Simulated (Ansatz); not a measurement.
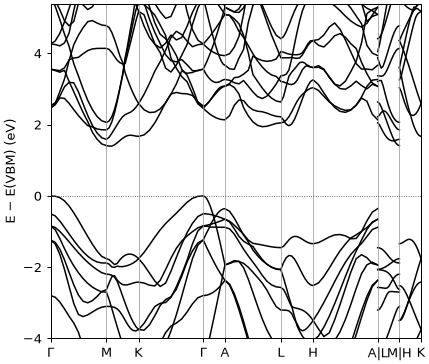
*Band structure from the program Ansatz at the PBE level (PAW)*

Problem. Read off the gap and where the band edges lie.

Solution. About 1.4 eV (1.40 eV by a search for the band edges); maximum at Γ, minimum on the M–K line, 13 % of the way from M.

The material is BeTe in space group P6_222 (No. 180; Be on 3d, Te on 3c).

A made-up cell: these elements were put on the sites of a structure type; neither database checked (COD, Materials Project) lists it. COD files the formula under space group No. 216, so this cell is another polymorph or a model. Whether it is the stable phase at ambient conditions was not checked. The PBE relaxation kept the symmetry of its start; its stability against distortions is not shown here. Spin–orbit coupling is left out wherever it is not named.

Potentials: the later of the program's two PAW sets.
